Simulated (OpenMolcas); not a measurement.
**Single-point calculation of WCl3O (part 3 of 3)**

Continued. System: WCl3O, multiplicity 4, SMILES [O]=[W]([Cl])([Cl])[Cl]. Method: NEVPT2/ANO-R1, sfX2C (OpenMolcas 26.06). The geometry is that of the parent species in another charge or spin state. The geometry comes from this level: GFN2-xTB.

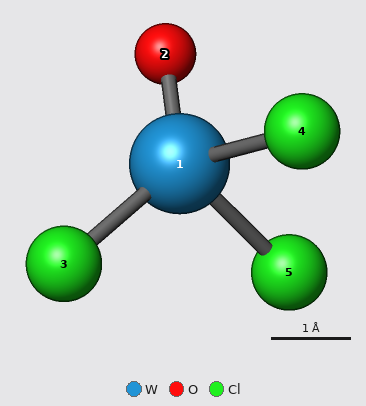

Figure 1. The input geometry (ball-and-stick view, seen at a tilt; atoms are numbered from 1 in the order of the input). Sticks mark near contacts.

## What the program printed, continued
```
++    Molecular properties:
      ---------------------

      Charge (e):
                      =   -0.0000
      Dipole Moment (debye):
      Origin of the operator (angstrom)=   -0.1360    0.0003   -0.2314
                   X=  1.9802E+00               Y= -3.6889E-03               Z=  2.6880E+00           Total=  3.3387E+00
      Quadrupole Moment (debye*angstrom):
      Origin of the operator (angstrom)=   -0.1360    0.0003   -0.2314
                  XX= -7.5507E+01              XY= -8.1191E-03              XZ=  1.5809E+00              YY= -7.4537E+01
                  YZ= -8.0157E-03              ZZ= -7.2312E+01
      In traceless form (debye*angstrom)
                  XX= -2.0830E+00              XY= -1.2179E-02              XZ=  2.3713E+00              YY= -6.2780E-01
                  YZ= -1.2024E-02              ZZ=  2.7108E+00
--

      Mulliken spin population analysis for root number:  1
      ---------------------------------------------------

++    Molecular charges:
      ------------------

      Mulliken spin population per centre and basis function type
      ---------------------------------------------------

                W1      O2      CL3     CL4     CL5
      1s      -0.0000 -0.0000 -0.0000 -0.0000 -0.0000
      2s       0.0000  0.0005 -0.0000 -0.0000 -0.0000
      2px      0.0000  0.0276  0.0000 -0.0000 -0.0000
      2pz     -0.0000  0.0060 -0.0000 -0.0000 -0.0000
      2py     -0.0000  0.9247 -0.0000 -0.0000 -0.0000
      3s       0.0000 -0.0001  0.0001  0.0002  0.0002
      3px     -0.0000 -0.0037  0.0007  0.0275  0.0274
      3pz      0.0000  0.0001  0.0143  0.0319  0.0316
      3py      0.0000  0.0048  0.0578  0.0219  0.0219
      4s       0.0000  0.0000 -0.0000 -0.0004 -0.0004
      3d2+     0.0000  0.0006 -0.0000  0.0055  0.0055
      3d1+     0.0000  0.0001  0.0000  0.0017  0.0017
      3d0     -0.0000 -0.0000  0.0023  0.0008  0.0008
      3d1-     0.0000  0.0041  0.0039  0.0011  0.0011
      3d2-     0.0000  0.0003  0.0066  0.0000  0.0000
      4px      0.0000  0.0000 -0.0005 -0.0029 -0.0029
      4pz     -0.0000  0.0000 -0.0002 -0.0020 -0.0020
      4py     -0.0000  0.0000 -0.0051 -0.0011 -0.0011
      5s       0.0000  0.0000  0.0000  0.0000  0.0000
      4d2+    -0.0000  0.0000  0.0000  0.0000  0.0000
      4d1+    -0.0000  0.0000  0.0000  0.0000  0.0000
      4d0      0.0000  0.0000  0.0000  0.0000  0.0000
      4d1-    -0.0000  0.0000  0.0000  0.0000  0.0000
      4d2-    -0.0000  0.0000  0.0000  0.0000  0.0000
      5px     -0.0001  0.0000  0.0000  0.0000  0.0000
      5pz      0.0001  0.0000  0.0000  0.0000  0.0000
      5py      0.0007  0.0000  0.0000  0.0000  0.0000
      6s       0.0063  0.0000  0.0000  0.0000  0.0000
      4f3+     0.0000  0.0000  0.0000  0.0000  0.0000
      4f2+     0.0000  0.0000  0.0000  0.0000  0.0000
      4f1+     0.0000  0.0000  0.0000  0.0000  0.0000
      4f0      0.0000  0.0000  0.0000  0.0000  0.0000
      4f1-     0.0001  0.0000  0.0000  0.0000  0.0000
      4f2-     0.0000  0.0000  0.0000  0.0000  0.0000
      4f3-     0.0000  0.0000  0.0000  0.0000  0.0000
      5d2+     0.7439  0.0000  0.0000  0.0000  0.0000
      5d1+     0.0892  0.0000  0.0000  0.0000  0.0000
      5d0     -0.0017  0.0000  0.0000  0.0000  0.0000
      5d1-     0.5796  0.0000  0.0000  0.0000  0.0000
      5d2-     0.2699  0.0000  0.0000  0.0000  0.0000
      6px      0.0011  0.0000  0.0000  0.0000  0.0000
      6pz     -0.0002  0.0000  0.0000  0.0000  0.0000
      6py      0.0175  0.0000  0.0000  0.0000  0.0000
      7s      -0.0001  0.0000  0.0000  0.0000  0.0000
      5f3+     0.0005  0.0000  0.0000  0.0000  0.0000
      5f2+     0.0009  0.0000  0.0000  0.0000  0.0000
      5f1+    -0.0004  0.0000  0.0000  0.0000  0.0000
      5f0     -0.0000  0.0000  0.0000  0.0000  0.0000
      5f1-     0.0122  0.0000  0.0000  0.0000  0.0000
      5f2-     0.0003  0.0000  0.0000  0.0000  0.0000
      5f3-     0.0000  0.0000  0.0000  0.0000  0.0000
      6d2+     0.0230  0.0000  0.0000  0.0000  0.0000
      6d1+     0.0062  0.0000  0.0000  0.0000  0.0000
      6d0     -0.0003  0.0000  0.0000  0.0000  0.0000
      6d1-     0.0272  0.0000  0.0000  0.0000  0.0000
      6d2-     0.0112  0.0000  0.0000  0.0000  0.0000
      Total    1.7871  0.9649  0.0799  0.0842  0.0839

      Total electronic spin=    3.000000
--

      LoProp population analysis for root number:  1
      -----------------------------------------------

++    LoProp analysis:
      ----------------

++    Static properties:
      ------------------

      LoProp Charges per center

                   W1       O2       CL3      CL4      CL5
      Nuclear     74.0000   8.0000  17.0000  17.0000  17.0000
      Electronic -72.6550  -8.2060 -17.3753 -17.3817 -17.3821

      Total        1.3450  -0.2060  -0.3753  -0.3817  -0.3821
--

      Natural Bond Order analysis for root number:  1

++    Natural Bond Order analysis
      ---------------------------
      Based on LoProp computed density
      -------------------------------------------------------------------------------------
      Atom A       Atom B       Bond Order
      -------------------------------------------------------------------------------------
      NBO located      0.962 non-bonded electrons on atom W1
      NBO located      0.984 non-bonded electrons on atom W1
      NBO located      0.990 non-bonded electrons on atom W1
      NBO located      0.993 non-bonded electrons on atom W1
      NBO located      0.998 non-bonded electrons on atom W1
      NBO located      1.001 non-bonded electrons on atom W1
      NBO located      1.000 non-bonded electrons on atom W1
      NBO located      1.000 non-bonded electrons on atom W1
      NBO located      1.000 non-bonded electrons on atom W1
      NBO located      1.000 non-bonded electrons on atom W1
      NBO located      1.000 non-bonded electrons on atom W1
      NBO located      1.000 non-bonded electrons on atom W1
      NBO located      1.000 non-bonded electrons on atom W1
      NBO located      1.000 non-bonded electrons on atom W1
      NBO located      1.000 non-bonded electrons on atom W1
      NBO located      1.000 non-bonded electrons on atom W1
      NBO located      1.000 non-bonded electrons on atom W1
      NBO located      1.000 non-bonded electrons on atom W1
      NBO located      1.000 non-bonded electrons on atom W1
      NBO located      1.000 non-bonded electrons on atom W1
      NBO located      1.000 non-bonded electrons on atom W1
      NBO located      1.000 non-bonded electrons on atom W1
      NBO located      1.000 non-bonded electrons on atom W1
      NBO located      1.000 non-bonded electrons on atom W1
      NBO located      1.000 non-bonded electrons on atom W1
      NBO located      1.000 non-bonded electrons on atom W1
      NBO located      1.000 non-bonded electrons on atom W1
      NBO located      1.000 non-bonded electrons on atom W1
      NBO located      1.000 non-bonded electrons on atom W1
      NBO located      1.000 non-bonded electrons on atom W1
      NBO located      1.000 non-bonded electrons on atom W1
      NBO located      1.000 non-bonded electrons on atom W1
      NBO located      1.000 non-bonded electrons on atom W1
      NBO located      1.000 non-bonded electrons on atom W1
      NBO located      1.000 non-bonded electrons on atom O2
      NBO located      0.940 non-bonded electrons on atom O2
      NBO located      0.972 non-bonded electrons on atom CL3
      NBO located      0.999 non-bonded electrons on atom CL3
      NBO located      1.000 non-bonded electrons on atom CL3
      NBO located      1.000 non-bonded electrons on atom CL3
      NBO located      1.000 non-bonded electrons on atom CL3
      NBO located      1.000 non-bonded electrons on atom CL3
      NBO located      0.998 non-bonded electrons on atom CL4
      NBO located      0.999 non-bonded electrons on atom CL4
      NBO located      1.000 non-bonded electrons on atom CL4
      NBO located      1.000 non-bonded electrons on atom CL4
      NBO located      1.000 non-bonded electrons on atom CL4
      NBO located      1.000 non-bonded electrons on atom CL4
      NBO located      0.998 non-bonded electrons on atom CL5
      NBO located      0.999 non-bonded electrons on atom CL5
      NBO located      1.000 non-bonded electrons on atom CL5
      NBO located      1.000 non-bonded electrons on atom CL5
      NBO located      1.000 non-bonded electrons on atom CL5
      NBO located      1.000 non-bonded electrons on atom CL5
      The remaining   13.937 electrons are to be considered as diffuse
--

--

      Average orbitals are written to the RASORB file
      Natural orbitals for root   1 are written to the RASORB.1 file
      Spin density orbitals for root   1 are written to the SPDORB.1 file

--- Stop Module: rasscf /rc=_RC_ALL_IS_WELL_ ---
--- Module rasscf spent 24 seconds ---

--- Start Module: caspt2 ---

                                              &CASPT2

                       available to each process: 1.9 GB of memory, 1 thread

++    Wave function specifications:
      -----------------------------

      Number of closed shell electrons          34
      Number of electrons in active shells       7
      Max number of holes in RAS1 space          0
      Max number of electrons in RAS3 space      0
      Number of inactive orbitals               17
      Number of active orbitals                  8
      Number of secondary orbitals              53
      Spin quantum number                      1.5
      State symmetry                             1
      Number of CSFs                          1344
      Number of CASSCF root(s) available         1
      NEVPT2 state passed to geometry opt.       1
      A file JOBMIX will be created
      This is a CASSCF or RASSCF reference function
--

++    Orbital specifications:
      -----------------------

      Symmetry species                           1
                                                 a
      Frozen orbitals                           46
      Inactive orbitals                         17
      Active orbitals                            8
      Secondary orbitals                        53
      Deleted orbitals                           0
      Number of basis functions                124
--

++    NEVPT2 specifications:
      ----------------------

      Type of calculation                        SS-NEVPT2
      Internal contraction for energies          partially and strongly contracted
                                                 (PC-NEVPT2 and SC-NEVPT2)
      Denominator threshold for SC-NEVPT2        1.00E-09
      Fock operator                              state-specific
      0th-order Hamiltonian                      DYALL
      IPEA shift                                 0.00
      Real shift                                 0.00
      Imaginary shift                            0.00
      The input orbitals will be transformed to quasi-canonical
--

--------------------------------------------------------------------------------
 Estimated memory requirements:
  POLY3 :                   403286
  RHS:                      712222
  SIGMA :                  1028464
  PRPCTL:                        0
 Available workspace:    232470390

++ NEVPT2 computation for group   1

********************************************************************************
 Multi-State initialization phase begins for group   1
--------------------------------------------------------------------------------
********************************************************************************
 Compute H0 matrices for state    1
--------------------------------------------------------------------------------
--------------------------------------------------------------------------------
 H0 matrices have been computed.

********************************************************************************
  NEVPT2 EQUATION SOLUTION
--------------------------------------------------------------------------------

  Total nr of NEVPT2 parameters:
   Before reduction:     1161495
   After  reduction:     1161495

 Variance of |WF0>:       2.0627398246
-----------------------------------------------------------------------------------------------------------------------------

  FINAL PC-NEVPT2 RESULT:

      Reference energy:      -17596.3202921152
      E2 (Non-variational):      -0.6629589866
      E2 (Variational):          -0.6629589866
      Total energy:          -17596.9832511018
      Residual norm:              0.0000000000
      Reference weight:           0.79956

      Contributions to the PC-NEVPT2 correlation energy
      Active & Virtual Only:         -0.0484999387
      One Inactive Excited:          -0.1248637885
      Two Inactive Excited:          -0.4895952593

  FINAL SC-NEVPT2 RESULT:

      Reference energy:      -17596.3202921152
      E2 (Non-variational):      -0.6592102411
      E2 (Variational):          -0.6592102411
      Total energy:          -17596.9795023563
      Residual norm:              0.0000000000
      Reference weight:           0.80361

      Contributions to the SC-NEVPT2 correlation energy
      Active & Virtual only:         -0.0476483149
      One Inactive Excited:          -0.1226117099
      Two Inactive Excited:          -0.4889502163

   (Skip denominator check etc. with SC-NEVPT2 wavefunction)

   (Skipping property calculation,
    use PROP keyword to activate)
--

  Total SC-NEVPT2 energies:
::    SC-NEVPT2 Root  1     Total energy: -17596.97950236

  A NEW JOBIPH FILE NAMED 'JOBMIX' IS PREPARED.
********************************************************************************
--- Stop Module: caspt2 /rc=_RC_ALL_IS_WELL_ ---
--- Module caspt2 spent 3 seconds ---

.##################.
.# Happy landing! #.
.##################.

    Timing: Wall=55.61 User=52.71 System=2.77
```

This output came from the following input.

## Input
```
* Cl3OW NEVPT2
>>> EXPORT MOLCAS_PRINT=2
&gateway
xbas
W.ANO-R1
O.ANO-R1
Cl.ANO-R1
End of Basis
zmat
W1
O2 1 1.671177
Cl3 1 2.15105 2 130.81675
Cl4 1 2.250636 2 107.76772 3 -130.98261
Cl5 1 2.250709 2 107.81747 4 -97.94158
End of ZMAT
ricd
finite
rx2c
&seward
&rasscf
fileorb
$CurrDir/step2.RasOrb
spin
4
nactel
7 0 0
inactive
63
ras2
8
orblisting
Few
orbappear
Compact
&caspt2
sc-nevpt2
```

Run as:
```bash
export MOLCAS_MEM=1860
pymolcas step8.inp > step8.log
```

## Summary

```csv
quantity,value
outcome,converged
total energy,−17596.979502 hartree
basis functions,124
hardware,"1 thread of Intel Xeon (Granite Rapids), 32 GiB of memory available, shared host"
wall time,56 s
peak memory,0.52 GiB
```
